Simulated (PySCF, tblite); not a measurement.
**C2H8ClNOSi2: dynamics, then NMR shifts on frames, part 1 of 2**

How do NMR shifts of C2H8ClNOSi2 (`CC(=O)N[SiH2][SiH2]Cl`) change as the atoms move?

Programs: tblite 0.8.0 and PySCF 2.14.0, with density-fitted response routines of our own. Each step states its level of theory. These are calculated values for one molecule in the gas phase, unless marked as measured. Atoms are numbered from 0 throughout.

## (1) Starting geometry

15 atoms, charge 0, multiplicity 1; geometry from: GFN2-xTB.

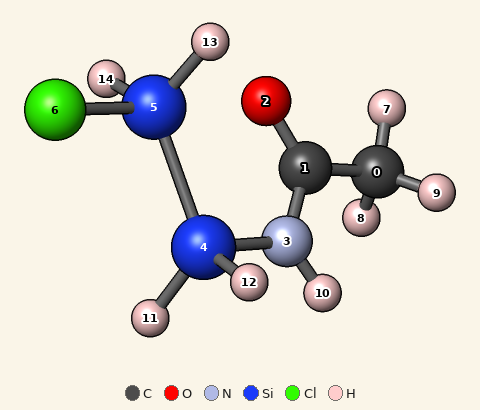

The starting geometry (carbon dark grey, oxygen red, nitrogen light blue, silicon blue, chlorine green, hydrogen pink), atoms numbered.

## (2) A short Langevin run with GFN2-xTB

The job: settings as JSON, then the geometry in Å.

```
{"job": {"kind": "md", "xc": "GFN2-xTB", "basis": "xTB", "temperature": 300, "steps": 2000, "every": 50, "frames": 5}, "charge": 0, "multiplicity": 1}
C      2.464103     0.325229     0.530438
C      0.975718     0.212266     0.308726
O      0.178305     0.847013     0.986562
N      0.576961    -0.615796    -0.665250
Si    -1.139859    -0.852155    -1.054715
Si    -2.139224     0.548712     0.488719
Cl    -4.172675     0.316340     0.085649
H      2.658165     1.010895     1.349983
H      2.944057     0.695934    -0.373312
H      2.878125    -0.653080     0.767161
H      1.307137    -1.091382    -1.170754
H     -1.174910    -0.543646    -2.492287
H     -1.284268    -2.311705    -0.949312
H     -2.089716     0.134234     1.887325
H     -1.986335     1.985130     0.279154
```

Method: GFN2-xTB Langevin dynamics, gas phase.

Run with:

```bash
OMP_NUM_THREADS=1 python probes_run.py task.json out
```

One launch serves the whole session: the jobs run in the order shown.

The log of the run:

```text
t/fs     T/K      E/eV
    0.0   239.3   -638.08768
   25.0   144.8   -637.76780
   50.0   184.0   -637.80362
   75.0   151.8   -637.75478
  100.0   201.4   -637.82623
  125.0   257.4   -637.76362
  150.0   253.1   -637.61891
  175.0   374.8   -637.75977
  200.0   303.8   -637.74062
  225.0   258.2   -637.51884
  250.0   211.9   -637.59631
  275.0   259.1   -637.53148
  300.0   284.9   -637.49463
  325.0   310.9   -637.49468
  350.0   360.7   -637.50383
  375.0   394.4   -637.68999
  400.0   349.2   -637.69348
  425.0   335.6   -637.62567
  450.0   321.7   -637.55897
  475.0   333.4   -637.67698
  500.0   300.8   -637.61928
  525.0   273.6   -637.71125
  550.0   256.9   -637.68277
  575.0   304.3   -637.66978
  600.0   299.2   -637.64330
  625.0   355.0   -637.58617
  650.0   360.0   -637.50147
  675.0   360.0   -637.60652
  700.0   430.9   -637.70110
  725.0   335.4   -637.69201
  750.0   298.8   -637.72857
  775.0   266.9   -637.57178
  800.0   289.2   -637.77982
  825.0   309.9   -637.61655
  850.0   273.3   -637.61680
  875.0   318.9   -637.61990
  900.0   316.1   -637.67433
  925.0   257.0   -637.56495
  950.0   266.7   -637.56171
  975.0   286.2   -637.55133
 1000.0   326.3   -637.74096
```

It took 20 s on 1 thread of Intel Xeon at 2.60GHz, shared host; peak memory 0.18 GiB.

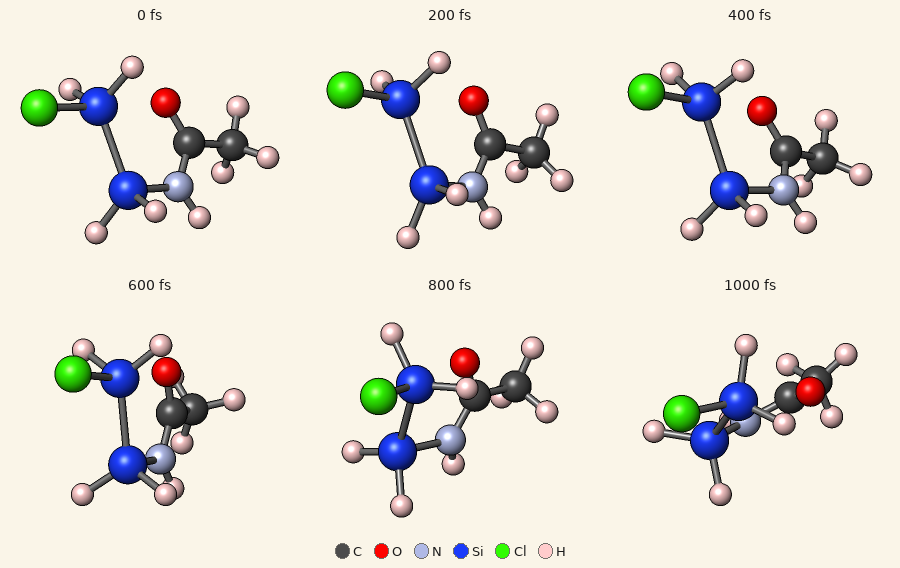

Frames of the run.

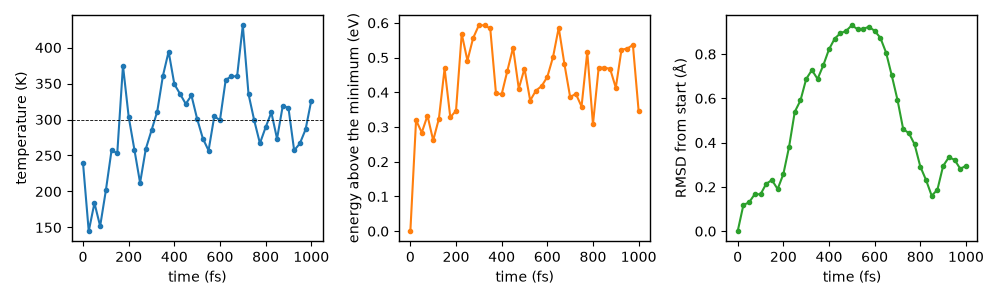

Temperature, potential energy and distance from the start.

Positions (Å) and forces (eV/Å) at 1000 fs:

```xyz
15

C     2.164    1.550    0.957   -0.321    0.361   -0.937
C     0.918    0.806    0.580    0.831   -0.256    0.572
O     0.552   -0.181    1.184   -0.558   -0.161   -0.110
N     0.329    1.276   -0.518    0.231    1.842   -0.728
Si   -1.143    0.560   -1.061   -1.054    0.237   -0.457
Si   -2.035   -0.723    0.567    0.535   -0.482    0.973
Cl   -3.905   -1.038   -0.074   -0.745   -0.152   -0.162
H     2.465    1.351    1.942    0.423   -0.437    1.157
H     1.945    2.601    0.860    0.251    0.474   -0.080
H     2.923    1.246    0.243    0.258    0.136    0.043
H     0.683    2.190   -0.896   -0.425   -1.423    0.525
H    -2.029    1.647   -1.567    0.435   -0.153    0.072
H    -0.723   -0.303   -2.130    0.200   -0.238   -0.734
H    -1.491   -2.082    0.736   -0.037    0.209   -0.083
H    -2.179   -0.157    1.912   -0.024    0.043   -0.052
```

## (3) Shielding tensors: 250 fs, PBE0/pcSseg-1

The job: settings as JSON, then the geometry in Å.

```
{"job": {"kind": "nmr", "xc": "PBE0", "basis": "pcSseg-1", "pop": false}, "charge": 0, "multiplicity": 1}
C      2.253300     0.287500    -0.144700
C      0.751400     0.032500     0.002000
O      0.121300     0.632100     0.886600
N      0.212900    -0.725400    -0.932500
Si    -1.539100    -0.798900    -0.919400
Si    -2.291700     0.789200     0.567000
Cl    -4.385700     0.601600     0.407500
H      2.715800     0.138500     0.799800
H      2.400800     1.384800    -0.245200
H      2.590600    -0.246100    -1.029500
H      0.793700    -1.319500    -1.498600
H     -1.801400    -0.501500    -2.413300
H     -1.900200    -2.239000    -0.883500
H     -2.268100     0.946800     1.997800
H     -1.874100     2.136300     0.073900
```

With the program's defaults for keys left out, this is: GIAO PBE0/pcSseg-1 NMR shielding, non-relativistic, gas phase.

The log of the run:

```text
coarse grid: 14152 points
cycle   1  E = -1249.3823903298  dE =  8.166e-01  |g| = 8.134e-01  |ddm| = 3.461e+00
cycle   2  E = -1248.9843673647  dE =  3.980e-01  |g| = 1.633e+00  |ddm| = 2.149e+00
cycle   3  E = -1249.5036168194  dE = -5.192e-01  |g| = 2.602e-01  |ddm| = 1.650e+00
cycle   4  E = -1249.5172784195  dE = -1.366e-02  |g| = 7.000e-02  |ddm| = 2.558e-01
cycle   5  E = -1249.5181888510  dE = -9.104e-04  |g| = 2.198e-02  |ddm| = 5.873e-02
cycle   6  E = -1249.5182939823  dE = -1.051e-04  |g| = 4.947e-03  |ddm| = 2.172e-02
cycle   7  E = -1249.5182991345  dE = -5.152e-06  |g| = 9.910e-04  |ddm| = 4.761e-03
final grid: 123192 points
cycle   8  E = -1249.5644592863  dE = -1.312e-05  |g| = 1.187e-02  |ddm| = 2.050e-02
cycle   9  E = -1249.5643831164  dE =  7.617e-05  |g| = 2.319e-02  |ddm| = 2.403e-02
cycle  10  E = -1249.5644844253  dE = -1.013e-04  |g| = 1.864e-03  |ddm| = 1.780e-02
cycle  11  E = -1249.5644851449  dE = -7.196e-07  |g| = 2.798e-04  |ddm| = 1.730e-03
cycle  12  E = -1249.5644851633  dE = -1.839e-08  |g| = 3.936e-05  |ddm| = 2.535e-04
cycle  13  E = -1249.5644851636  dE = -3.333e-10  |g| = 1.431e-05  |ddm| = 6.477e-05
converged SCF energy = -1249.5644851636

GIAO shielding tensors (ppm)
atom      isotropic    diamagn.    paramagn.     s11        s22        s33       span
  0 C      156.121     251.363     -95.242    131.507    140.909    195.949     64.442
  1 C        3.507     249.980    -246.473    -68.387    -25.308    104.215    172.602
  2 O      -46.752     405.687    -452.439   -305.167   -132.541    297.453    602.620
  3 N      137.105     332.689    -195.584     38.698    161.419    211.197    172.499
  4 Si     420.746     880.151    -459.405    386.385    410.812    465.039     78.655
  5 Si     416.163     874.773    -458.609    378.221    394.854    475.414     97.193
  6 Cl     934.967    1146.102    -211.135    846.884    912.876   1045.142    198.258
  7 H       29.681      29.476       0.205     26.721     27.828     34.492      7.771
  8 H       28.743      28.703       0.040     25.682     27.230     33.317      7.635
  9 H       30.114      30.185      -0.071     25.609     30.147     34.587      8.978
 10 H       26.533      34.720      -8.186     20.777     27.784     31.038     10.261
 11 H       26.255      27.850      -1.595     22.510     25.341     30.914      8.403
 12 H       26.923      28.500      -1.577     22.966     25.682     32.122      9.157
 13 H       25.903      28.387      -2.484     20.040     26.417     31.253     11.213
 14 H       26.023      27.964      -1.941     21.573     26.525     29.971      8.398
```

It took 23 s on 1 thread of Intel Xeon at 2.60GHz, shared host; peak memory 0.82 GiB.

Shifts follow as δ = σ(reference) − σ, with reference shieldings (ppm) from runs at the same level and on the same kind of geometry: 1H TMS 31.72, 13C TMS 186.9, 29Si TMS 349.2, 15N NH3 267.7, 17O H2O 336.1, 35Cl HCl 950. The references are single molecules in the gas phase, so shifts against H2O, NH3, PH3, H3PO4 or CFCl3 are not on the usual liquid scales and can be off by tens of ppm. Each atom is listed at this fixed geometry, with no averaging over motion; a spectrum would average atoms that exchange fast.

```
atoms                                  environment  σ (ppm)  δ (ppm)
   C1                        amide carbonyl carbon      3.5    183.4
   C0                methyl carbon α to a carbonyl    156.1     30.8
  H13       hydrogen on a silicon bonded to Cl, Si    25.90     5.81
  H14       hydrogen on a silicon bonded to Cl, Si    26.02     5.69
  H11        hydrogen on a silicon bonded to N, Si    26.25     5.46
  H10           hydrogen on an amide-type nitrogen    26.53     5.18
  H12        hydrogen on a silicon bonded to N, Si    26.92     4.79
   H8  hydrogen on a methyl carbon α to a carbonyl    28.74     2.97
   H7  hydrogen on a methyl carbon α to a carbonyl    29.68     2.04
   H9  hydrogen on a methyl carbon α to a carbonyl    30.11     1.60
   O2                   amide-type carbonyl oxygen    -46.8    382.8
   N3                          amide-type nitrogen    137.1    130.6
  Si5                silicon bonded to Cl, Si, 2 H    416.2    -67.0
  Si4                 silicon bonded to N, Si, 2 H    420.7    -71.6
  Cl6                        chlorine bonded to Si      935       15
```

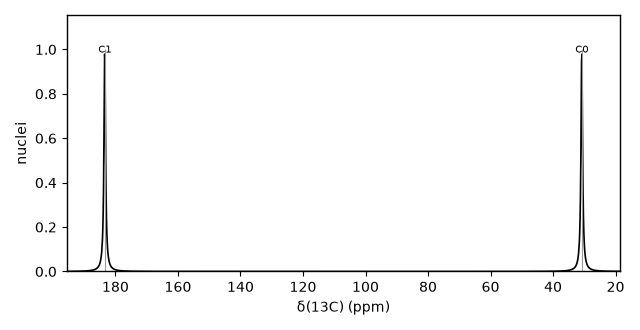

13C lines at the computed shifts, without couplings. Lines are broadened to a width of 0.61 ppm (Lorentzian).

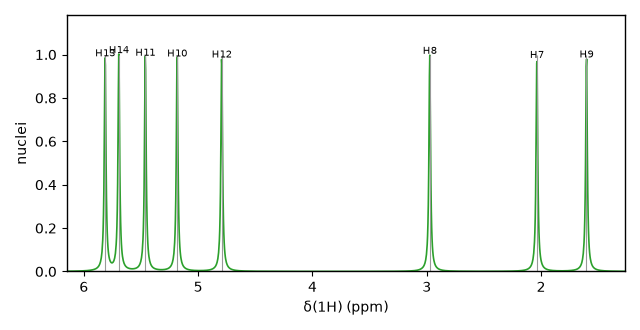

1H lines at the computed shifts, without couplings. Lines are broadened to a width of 0.02 ppm (Lorentzian).

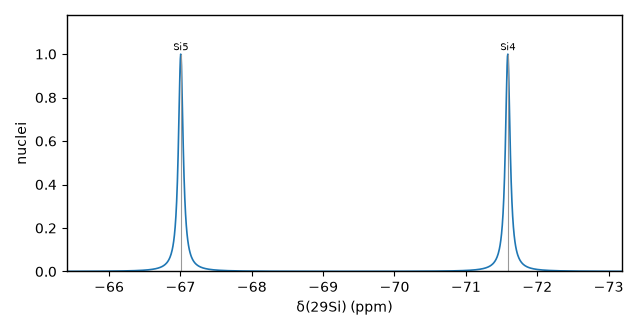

29Si lines at the computed shifts, without couplings. Lines are broadened to a width of 0.08 ppm (Lorentzian).

## (4) NMR shieldings: 425 fs, PBE0/pcSseg-1

The job: settings as JSON, then the geometry in Å.

```
{"job": {"kind": "nmr", "xc": "PBE0", "basis": "pcSseg-1", "pop": false}, "charge": 0, "multiplicity": 1}
C      2.268100     0.554400     0.175700
C      0.765100     0.214700     0.129700
O      0.027800     0.880500     0.789600
N      0.367300    -0.722000    -0.694100
Si    -1.436600    -0.950600    -0.951400
Si    -2.411500     0.408400     0.701200
Cl    -4.490400     0.090400     0.610700
H      3.043100    -0.213500    -0.012900
H      2.476300     1.076400     1.085200
H      2.395900     1.352700    -0.545700
H      1.023600    -1.324000    -1.133300
H     -1.447700    -0.339200    -2.358700
H     -1.530700    -2.408400    -0.973400
H     -2.025400    -0.022600     2.102200
H     -2.215200     1.735600     0.272300
```

Method: GIAO PBE0/pcSseg-1 NMR shielding, non-relativistic, gas phase.

The log of the run:

```text
coarse grid: 14152 points
cycle   1  E = -1249.3903685367  dE =  8.105e-01  |g| = 8.091e-01  |ddm| = 3.472e+00
cycle   2  E = -1249.0587202149  dE =  3.316e-01  |g| = 1.527e+00  |ddm| = 2.090e+00
cycle   3  E = -1249.5089885539  dE = -4.503e-01  |g| = 2.453e-01  |ddm| = 1.592e+00
cycle   4  E = -1249.5209059279  dE = -1.192e-02  |g| = 6.682e-02  |ddm| = 2.399e-01
cycle   5  E = -1249.5217351948  dE = -8.293e-04  |g| = 2.099e-02  |ddm| = 5.715e-02
cycle   6  E = -1249.5218315921  dE = -9.640e-05  |g| = 4.378e-03  |ddm| = 2.186e-02
cycle   7  E = -1249.5218355341  dE = -3.942e-06  |g| = 9.712e-04  |ddm| = 4.380e-03
final grid: 123192 points
cycle   8  E = -1249.5690963428  dE = -1.374e-05  |g| = 1.186e-02  |ddm| = 1.963e-02
cycle   9  E = -1249.5690291811  dE =  6.716e-05  |g| = 2.226e-02  |ddm| = 2.309e-02
cycle  10  E = -1249.5691216909  dE = -9.251e-05  |g| = 1.790e-03  |ddm| = 1.667e-02
cycle  11  E = -1249.5691223734  dE = -6.825e-07  |g| = 2.896e-04  |ddm| = 1.757e-03
cycle  12  E = -1249.5691223925  dE = -1.903e-08  |g| = 5.318e-05  |ddm| = 2.655e-04
cycle  13  E = -1249.5691223930  dE = -5.023e-10  |g| = 2.689e-05  |ddm| = 6.536e-05
converged SCF energy = -1249.5691223930

GIAO shielding tensors (ppm)
atom      isotropic    diamagn.    paramagn.     s11        s22        s33       span
  0 C      162.164     248.425     -86.261    134.342    155.131    197.019     62.677
  1 C       19.218     249.109    -229.891    -50.274      5.903    102.023    152.297
  2 O      -33.453     405.976    -439.429   -273.608   -100.888    274.136    547.744
  3 N      151.546     332.415    -180.869     63.415    159.531    231.691    168.276
  4 Si     402.743     880.334    -477.591    376.525    402.286    429.419     52.894
  5 Si     408.155     876.028    -467.873    381.615    399.867    442.983     61.369
  6 Cl     953.097    1146.249    -193.152    912.427    930.123   1016.740    104.313
  7 H       29.632      28.634       0.998     25.425     28.057     35.414      9.988
  8 H       30.316      29.563       0.753     26.064     29.207     35.677      9.613
  9 H       29.827      29.088       0.739     26.955     27.869     34.657      7.702
 10 H       27.762      35.821      -8.059     21.360     28.574     33.351     11.991
 11 H       25.971      28.318      -2.347     21.444     25.219     31.251      9.807
 12 H       27.024      29.236      -2.212     23.098     25.996     31.979      8.882
 13 H       25.455      28.071      -2.616     20.329     26.405     29.629      9.300
 14 H       26.635      29.848      -3.213     21.269     27.521     31.115      9.846
```

Wall time 22 s (1 thread of Intel Xeon at 2.60GHz, shared host); peak memory 0.83 GiB.

In short: δ C1 167.7, C0 24.8, O2 369.5, N3 116.2, H13 6.26, H11 5.75 ppm.

(Continued in part 2 of 2.)
